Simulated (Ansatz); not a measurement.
## KBe$_{16}$: geometry relaxation (part 1 of 2)

The run: geometry relaxation of KBe$_{16}$ (slab, 17 atoms in the cell). Method and program: DFT PBEsol, scalar-relativistic, plane waves, PAW, no spin polarisation (Ansatz 0.2.0).

The input holds or restrains some coordinates. Forces given for the steps count only the free coordinates. It belongs to a series of runs on one base structure; here: end point A relaxed.

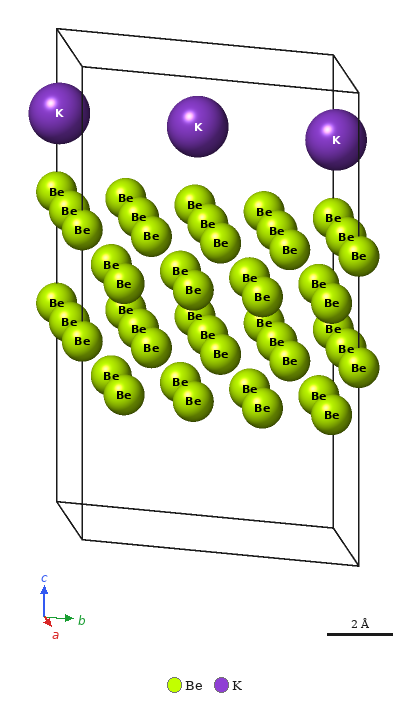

Fig. 1: The starting structure (spheres-only view of the 1 × 2 repeat of the cell, with the vacuum cut short, seen slightly off an axis). An atom can appear more than once, as a periodic image.

### The input
```yaml
crystal:
  lattice:
    - [4.58, 0.0, 0.0]
    - [2.29, 3.966396, 0.0]
    - [0.0, 0.0, 17.382645]
  atoms:
    - { symbol: Be, position: [-0.1666667, 0.3333333, 0.0575286] }
    - { symbol: Be, position: [0.3333333, 0.3333333, 0.0575286] }
    - { symbol: Be, position: [-0.1666667, 0.8333333, 0.0575286] }
    - { symbol: Be, position: [0.3333333, 0.8333333, 0.0575286] }
    - { symbol: Be, position: [0.0, 0.0, 0.1607474] }
    - { symbol: Be, position: [0.5, 0.0, 0.1607474] }
    - { symbol: Be, position: [0.0, 0.5, 0.1607474] }
    - { symbol: Be, position: [0.5, 0.5, 0.1607474] }
    - { symbol: Be, position: [-0.1666667, 0.3333333, 0.2639662] }
    - { symbol: Be, position: [0.3333333, 0.3333333, 0.2639662] }
    - { symbol: Be, position: [-0.1666667, 0.8333333, 0.2639662] }
    - { symbol: Be, position: [0.3333333, 0.8333333, 0.2639662] }
    - { symbol: Be, position: [0.0, 0.0, 0.3671849] }
    - { symbol: Be, position: [0.5, 0.0, 0.3671849] }
    - { symbol: Be, position: [0.0, 0.5, 0.3671849] }
    - { symbol: Be, position: [0.5, 0.5, 0.3671849] }
    - { symbol: K, position: [0.291675, -0.0341597, 0.5322921] }
basis:
  ecutwfc: 420.0
kpoints:
  mp_grid: { grid: [5, 5, 1] }
hamiltonian:
  xc: pbesol
scf:
  occupations: { method: fermi_dirac, width: 0.15 }
  lower_state_search: "off"
relax:
  f_tol: 0.03
  max_steps: 60
  adjacent_minimum: "off"
  constraints: [{ sites: [0, 1, 2, 3] }]
output:
  write_density: true
  write_potential: true
  elf: true
  volumetric_format: npy
```

Hardware: 1 thread of Intel Xeon @ 2.50GHz (Skylake/Cascade Lake), 16 GiB of memory available, shared host.

Command:
```bash
ansatz run input.yaml --threads 1 --pin off --max-ram 3072MiB --backend cpu --events-out ev --progress --plain --runs-dir out
```

### What the program printed
```
band count auto-derived: 39 (N_el = 41.0; filled up to band 21; 38 by the electrons, moments and atoms)
Engine: ansatz 0.2.0, x86_64-unknown-linux-gnu
Pseudopotentials: kind: paw
Pseudopotential: Be, paw, valence charge 2, recommended cutoff 420 eV (normal), Be.paw.azcp
Pseudopotential: K, paw, valence charge 9, recommended cutoff 420 eV (normal), K.paw.azcp
Functional definition: PBEsol
  exchange = pbesol_x
  correlation = pbesol_c
Crystal: 17 atoms, lattice volume = 315.775 Å³
Basis set: ecut = 420 eV, 6197 PW (Γ), exchange–correlation on 64×64×240 points (8 copies of the dense FFT grid, shifted against one another)
Bands: 39, of which v1, the nominal top of the filled ones, is band 21 counted from 1 (20 counted from 0)
Symmetry: 1 space group operations
Space group: P1 (ITA 1), of the structure as read, at distance tolerance 6.8e-5 Å
k-points: 13 of 25 (time reversal used)
Non-local potential: Be, projectors of the file, l = 0: 2, l = 1: 2, l = 2: 1
Non-local potential: K, projectors of the file, l = 0: 3, l = 1: 2, l = 2: 2
PAW form: soft (Blöchl's): semilocal exchange-correlation on the pseudo side does not see the compensation charge
PAW frozen core: Be, regenerated for the run's functional, and the local potential with it (the file was generated under x = pbe(κ = 0.804, μ = 0.2195149727645171), c = pbe(β = 0.06672455060314922))
PAW frozen core: K, regenerated for the run's functional, and the local potential with it (the file was generated under x = pbe(κ = 0.804, μ = 0.2195149727645171), c = pbe(β = 0.06672455060314922))
PAW one-centre angular grid: Be, 110 points (default); XC on 64 Gauss nodes
PAW one-centre angular grid: K, 110 points (default); XC on 64 Gauss nodes
Initial density: superposition of atomic densities (neutral atoms: chi_scale 0, normalization atom), corrected by the library's trained network
Initial wavefunctions: pseudopotential atomic-orbital guess
Functional: x = pbesol(κ = 0.804, μ = 0.12345679012345678), c = pbesol(β = 0.046)
SCF iter   1: F=—  HF=-2958.484125 eV  |F-HF|=—  |Δ(HF+E_count)|=         —  Δρ=6.02e-3  dr2=4.47e0  ethr=1.77e-3  ⟨swp⟩=12.0  Hψ=4180  notcnv=0  defer=4
preconditioner: auto → LDOS  [metal: Δε(μ)=0.202 eV  Ē_g=9.325 eV  σ=0.150 eV  W_gap=0.32  n_scr=52 (ndim 8)  ℏωp=13.0 eV  f_vac=0.303  D(μ)=4.09/eV (n_scr^D=8)  β→1.0]
SCF iter   2: F=—  HF=-2958.358815 eV  |F-HF|=—  |Δ(HF+E_count)|=   1.25e-1  Δρ=5.10e-3  dr2=2.23e0  ethr=1.77e-3  ⟨swp⟩=3.2  Hψ=1101  notcnv=0  defer=27
SCF iter   3: F=—  HF=-2958.181354 eV  |F-HF|=—  |Δ(HF+E_count)|=   1.77e-1  Δρ=1.21e-3  dr2=7.58e-2  ethr=1.77e-3  ⟨swp⟩=2.5  Hψ=1171  notcnv=0  defer=23
SCF iter   4: F=—  HF=-2958.177895 eV  |F-HF|=—  |Δ(HF+E_count)|=   3.46e-3  Δρ=6.21e-4  dr2=1.22e-2  ethr=1.85e-4  ⟨swp⟩=2.1  Hψ=703  notcnv=0  defer=19
SCF iter   5: F=—  HF=-2958.176863 eV  |F-HF|=—  |Δ(HF+E_count)|=   1.03e-3  Δρ=1.37e-4  dr2=6.55e-4  ethr=2.98e-5  ⟨swp⟩=1.5  Hψ=527  notcnv=0  defer=19
SCF iter   6: F=—  HF=-2958.176825 eV  |F-HF|=—  |Δ(HF+E_count)|=   3.81e-5  Δρ=3.28e-5  dr2=3.00e-5  ethr=1.60e-6  ⟨swp⟩=1.9  Hψ=622  notcnv=0  defer=19
SCF iter   7: F=-2958.176823 eV  HF=-2958.176823 eV  |F-HF|=1.82e-7  |Δ(HF+E_count)|=   1.92e-6  Δρ=8.64e-6  dr2=7.21e-7  ethr=5.49e-8  ⟨swp⟩=11.7  Hψ=3448  notcnv=0
SCF 1 converged in 7 iterations: F = -2958.176823 eV  dr2 = 7.21e-7
  greatest PAW one-centre occupation: 0.987 electrons in one spin orbital (limit 2), on the K atom at site 16 (counted from 0), in its partial waves of l = 0
relax step   1: F+E_penalty+E_count = -2958.17682312 eV  Δ(F+E_penalty+E_count) = +0.000e0 eV  max|allowed force component| = 3.084e-1 eV/Å  Δτ_max = 0.0000 Å  (7 SCF iters, dr2 threshold 2.25e-5 eV, accepted)
Initial density: handed on by an earlier stage of this run
Initial wavefunctions: those handed on with the density
iter 1 solved again at ethr=4.11e-4 eV; its pass at ethr=3.10e-3 eV (dr2=1.68e-1 eV) is discarded
SCF iter   1: F=—  HF=-2958.224850 eV  |F-HF|=—  |Δ(HF+E_count)|=         —  Δρ=1.98e-3  dr2=1.85e-1  ethr=4.11e-4  ⟨swp⟩=1.8  Hψ=2245  notcnv=0  defer=19
eigensolver tolerance schedule calibrated: the retry pair's looser diagonalisation under-reported the residual by θ = 0.09 (0.10/decade); ethr = c·dr2/N_el runs at the constant in force after the calibration composes with the one it found (an armed cap, an earlier calibration), c = 9.5e-2
preconditioner: auto → LDOS  [metal: Δε(μ)=0.002 eV  Ē_g=9.220 eV  σ=0.150 eV  W_gap=0.00  n_scr=52 (ndim 8)  ℏωp=13.0 eV  f_vac=0.302  D(μ)=4.82/eV (n_scr^D=26)  β→1.0]
SCF iter   2: F=—  HF=-2958.211427 eV  |F-HF|=—  |Δ(HF+E_count)|=   1.34e-2  Δρ=8.88e-4  dr2=1.01e-2  ethr=4.11e-4  ⟨swp⟩=2.0  Hψ=639  notcnv=0  defer=19
SCF iter   3: F=—  HF=-2958.209882 eV  |F-HF|=—  |Δ(HF+E_count)|=   1.54e-3  Δρ=2.92e-4  dr2=9.49e-4  ethr=2.36e-5  ⟨swp⟩=2.1  Hψ=815  notcnv=0  defer=19
SCF iter   4: F=—  HF=-2958.209694 eV  |F-HF|=—  |Δ(HF+E_count)|=   1.88e-4  Δρ=5.04e-5  dr2=7.39e-5  ethr=2.21e-6  ⟨swp⟩=2.4  Hψ=753  notcnv=0  defer=19
SCF iter   5: F=—  HF=-2958.209693 eV  |F-HF|=—  |Δ(HF+E_count)|=   1.07e-6  Δρ=2.59e-5  dr2=1.79e-5  ethr=1.38e-8  ⟨swp⟩=12.0  Hψ=3602  notcnv=0
SCF iter   6: F=-2958.209690 eV  HF=-2958.209693 eV  |F-HF|=2.57e-6  |Δ(HF+E_count)|=   4.54e-7  Δρ=1.50e-5  dr2=3.85e-6  ethr=1.38e-8  ⟨swp⟩=11.0  Hψ=3243  notcnv=0
SCF 2 converged in 6 iterations: F = -2958.209690 eV  dr2 = 3.85e-6
relax step   2: F+E_penalty+E_count = -2958.20969009 eV  Δ(F+E_penalty+E_count) = -3.287e-2 eV  max|allowed force component| = 1.266e-1 eV/Å  Δτ_max = 0.0815 Å  (6 SCF iters, dr2 threshold 5.95e-6 eV, accepted)
iter 1 solved again at ethr=2.92e-4 eV; its pass at ethr=3.10e-3 eV (dr2=1.20e-1 eV) is discarded
SCF iter   1: F=—  HF=-2958.230348 eV  |F-HF|=—  |Δ(HF+E_count)|=         —  Δρ=1.77e-3  dr2=1.54e-1  ethr=2.92e-4  ⟨swp⟩=2.0  Hψ=2219  notcnv=0  defer=21
eigensolver tolerance schedule calibrated: the retry pair's looser diagonalisation under-reported the residual by θ = 0.22 (0.22/decade); ethr = c·dr2/N_el runs at the constant in force after the calibration composes with the one it found (an armed cap, an earlier calibration), c = 2.1e-2
preconditioner: auto → LDOS  [metal: Δε(μ)=0.031 eV  Ē_g=9.209 eV  σ=0.150 eV  W_gap=0.05  n_scr=52 (ndim 8)  ℏωp=13.0 eV  f_vac=0.302  D(μ)=4.67/eV (n_scr^D=26)  β→1.0]
SCF iter   2: F=—  HF=-2958.220132 eV  |F-HF|=—  |Δ(HF+E_count)|=   1.02e-2  Δρ=8.39e-4  dr2=8.99e-3  ethr=8.04e-5  ⟨swp⟩=2.8  Hψ=806  notcnv=0  defer=21
SCF iter   3: F=—  HF=-2958.218801 eV  |F-HF|=—  |Δ(HF+E_count)|=   1.33e-3  Δρ=3.13e-4  dr2=1.02e-3  ethr=4.70e-6  ⟨swp⟩=2.0  Hψ=746  notcnv=0  defer=21
SCF iter   4: F=—  HF=-2958.218584 eV  |F-HF|=—  |Δ(HF+E_count)|=   2.17e-4  Δρ=4.83e-5  dr2=6.08e-5  ethr=5.35e-7  ⟨swp⟩=2.1  Hψ=777  notcnv=0  defer=21
SCF iter   5: F=—  HF=-2958.218545 eV  |F-HF|=—  |Δ(HF+E_count)|=   3.84e-5  Δρ=2.09e-5  dr2=1.95e-5  ethr=3.18e-8  ⟨swp⟩=2.5  Hψ=795  notcnv=0  defer=21
SCF iter   6: F=—  HF=-2958.218545 eV  |F-HF|=—  |Δ(HF+E_count)|=   5.02e-8  Δρ=9.16e-6  dr2=2.07e-6  ethr=1.02e-8  ⟨swp⟩=2.3  Hψ=748  notcnv=0  defer=21
SCF iter   7: F=-2958.218545 eV  HF=-2958.218545 eV  |F-HF|=4.52e-8  |Δ(HF+E_count)|=   3.62e-8  Δρ=2.74e-6  dr2=1.01e-7  ethr=5.24e-10  ⟨swp⟩=10.1  Hψ=3095  notcnv=0
SCF 3 converged in 7 iterations: F = -2958.218545 eV  dr2 = 1.01e-7
relax step   3: F+E_penalty+E_count = -2958.21854535 eV  Δ(F+E_penalty+E_count) = -8.855e-3 eV  max|allowed force component| = 8.004e-3 eV/Å  Δτ_max = 0.0693 Å  (7 SCF iters, dr2 threshold 1.00e-6 eV, accepted)
iter 1 solved again at ethr=3.01e-10 eV; its pass at ethr=3.10e-3 eV (dr2=1.23e-7 eV) is discarded
SCF iter   1: F=—  HF=-2958.218585 eV  |F-HF|=—  |Δ(HF+E_count)|=         —  Δρ=2.99e-6  dr2=1.23e-7  ethr=3.01e-10  ⟨swp⟩=2.3  Hψ=1438  notcnv=0  defer=21
preconditioner: auto → LDOS  [metal: Δε(μ)=0.093 eV  Ē_g=9.224 eV  σ=0.150 eV  W_gap=0.15  n_scr=52 (ndim 8)  ℏωp=13.0 eV  f_vac=0.304  D(μ)=4.79/eV (n_scr^D=26)  β→1.0]
SCF iter   2: F=-2958.218545 eV  HF=-2958.218545 eV  |F-HF|=6.18e-9  |Δ(HF+E_count)|=   3.94e-5  Δρ=1.90e-6  dr2=4.76e-8  ethr=2.44e-10  ⟨swp⟩=9.0  Hψ=3386  notcnv=0
SCF 4 converged in 2 iterations: F = -2958.218545 eV  dr2 = 4.76e-8
relax step   4: F+E_penalty+E_count = -2958.21854537 eV  Δ(F+E_penalty+E_count) = -1.934e-8 eV  max|allowed force component| = 7.998e-3 eV/Å  Δτ_max = 0.0000 Å  (2 SCF iters, accepted)
```

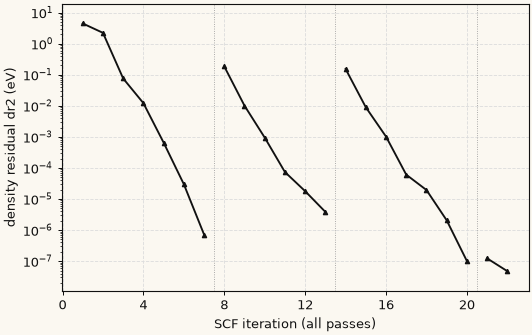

Fig. 2: Convergence of the self-consistent field: density residual dr2 against the SCF iteration. The dotted lines part the SCF passes of the relaxation: geometry steps, rejected trials and re-solves on a re-selected basis. The passes take 7, 6, 7 and 2 iterations.

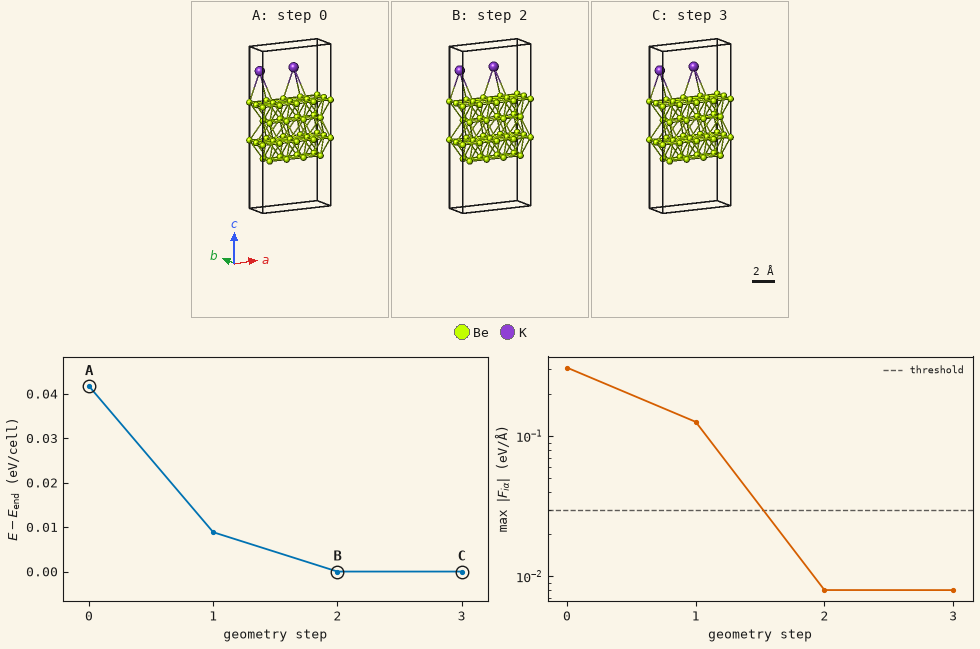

Fig. 3: Frames of the restrained relaxation (ball-and-stick view of the 2 × 1 repeat of the cell, with the vacuum cut short, seen slightly off an axis) above the curves, on which the letters mark them (the first geometry is step 0 here and step 1 in the log).

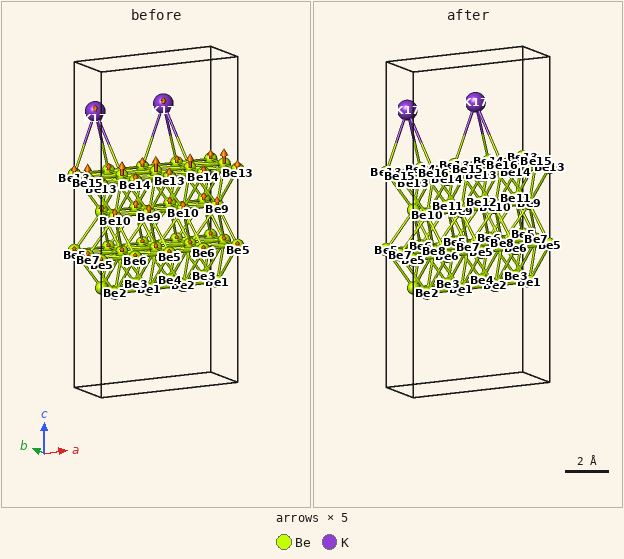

Fig. 4: Before (left) and after (right) the restrained relaxation, at one scale (ball-and-stick view of the 2 × 1 repeat of the cell, with the vacuum cut short, seen slightly off an axis). The orange arrows give the displacements, magnified 5 times. The energy falls by 41.7 meV per cell of the calculation in 3 geometry steps. The largest force component goes from 0.31 to 0.008 eV/Å. Be15 moves most: 0.15 Å. By element the largest moves are Be 0.15 Å, K 0.06 Å. The lattice vectors keep their values. Distances before and after: Be16–K17 3.415 → 3.356 Å, Be11–Be15 2.229 → 2.286 Å, Be10–Be15 2.229 → 2.285 Å, Be10–Be16 2.229 → 2.273 Å. (Atoms are counted from 1 in the order of the input.)

```
NSCF: frozen V_eff on 13 k-points
the band table was solved once a step of the walk had ended and its energy, with any forces and stress, was formed, with the checks that follow a solve (3193 applications of the Hamiltonian). They found nothing against the state; the energy, forces and stress were not computed again (output.eigenvalues in the input reference)
WARN: The output density's exchange-correlation potential varies sharply where the density is thin. Do not read a vacuum level from v_tot or v_xc, or from such a field of the output density. On a cell that repeats whose density bears no net charge and no dipole along the vacuum's axis use v_es (v_loc + v_h of the components); under efield.dipole_correction with no amplitude use v_es + v_field, which holds any external_charges[].barrier, or the levels of the report's work_function block, which leave it out; under a non-zero efield.amplitude the vacuum is tilted and has no level; on a cell that repeats and bears such a dipole with no correction it is tilted too, and efield.dipole_correction with no amplitude gives each side of its ramp a level where efield: is served; in a cell that repeats whose density bears a net charge (total_charge, or a fill off its count) it is curved and has none; of a slab under crystal.periodic whose density bears no net charge use v_es, which has a level on each side, short of where the two are joined; of another it falls or rises all the way out and has none; of a slab beside external_charges read slab_vacuum_level instead, which it has where they leave it neutral. The grid or the basis barely resolves most such structure, and the values can differ between equally converged runs; as a rule a tighter scf.convergence.dr2_threshold does not remove it. Where the density itself ripples (under the LDA too) a higher basis.ecutwfc lessens it. The files hold the spikes' plane waves up to the density's cutoff. Files: v_tot_of_output_density and the like, and their columns of v_z.tsv (output.write_potential); v_xc_of_output_density and the like, and their columns of v_comp_z.tsv (output.write_potential_components). Measured: with its Gaussian average of σ = 0.25 Å subtracted twice, the exchange-correlation potential is over 0.1 eV at 10132 of the grid points where the equally averaged density (valence and model cores) is under 1e-3 e/Å³, and 0.860 eV at the most among them, at an averaged density of 1.0e-4 e/Å³. The input density's (outcome.potential() and, of a run that writes arrays, v_tot and v_xc) is over 0.1 eV, so measured, at 9139 points of its own thin density, 0.831 eV at the most. See output.write_potential in the manual, Limitations
SCF converged after 2 iterations
Free energy (F): -2958.218545 eV
Harris-Foulkes:  -2958.218545 eV  (|F-HF|=6.18e-9)
```
